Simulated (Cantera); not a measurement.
Input: 1 mol Si3H8, 2.6 mol HCl, a varied amount of H2, 0.18 mol Cl2, at 877 °C and 0.133 bar.

Equilibrium computed with Cantera from the NASA thermochemical tables; the gas is ideal and each condensed phase is pure. Candidate condensed phases: Si; 19 gas species. The feed counts by its element totals alone. The tables' values for SiCl3 are old estimates; treat these amounts as uncertain. Equilibrium is a limit: real reactors are often held back by kinetics, nucleation or transport.

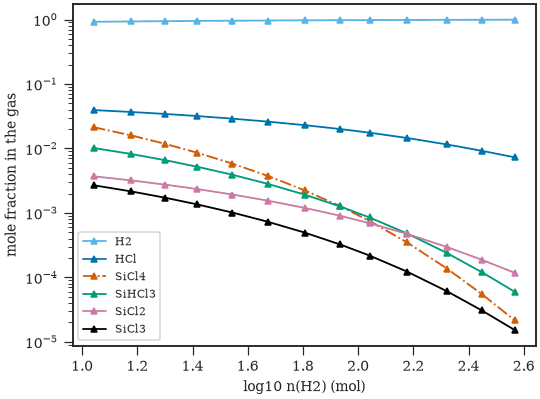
*Equilibrium gas composition (values under 1e-9 drawn at 1e-9)*

From 11 mol H2 to 370 mol H2 the condensed part is Si(s). The main Si-bearing gas is SiCl4 at 11 mol H2 and SiCl2 at 370 mol H2. The share of Si in condensed phases is highest at 370 mol H2 (97.0 %) and lowest at 11 mol H2 (77.9 %).
